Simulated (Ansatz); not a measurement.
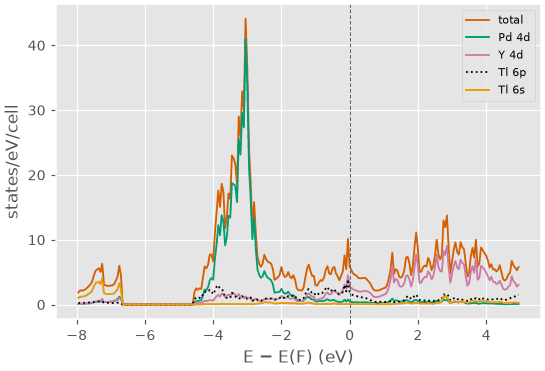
Figure: Total and projected density of states of YTlPd in space group P-62m (No. 189; Pd on 1b, Tl on 3f, Pd on 2c, Y on 3g), the program Ansatz at the r²SCAN level (PAW)

### Question
Which orbitals carry the states next to the Fermi level?

### Answer
Within 0.5 eV of the Fermi level: Y 4d 45 %, Tl 6p 35 %, Pd 4d 9 %. Projections are on Löwdin-orthogonalised atomic valence shells; empty p or d shells of many metals are not among them.

### Question
Where is the tallest occupied peak in this window, and what makes it?

### Answer
Near -3.0 eV, about 44 states/eV per cell; the largest projected share is Pd 4d.

The workflow started from an entry of the Crystallography Open Database (COD). Whether it is the stable phase at ambient conditions was not checked. Symmetry was held in the r²SCAN relaxation; whether a distortion lowers the energy is not shown. The run is not spin-polarised. Scalar-relativistic: spin–orbit coupling is off unless named, which matters more the heavier the elements.

Potentials: the later of the program's two PAW sets.
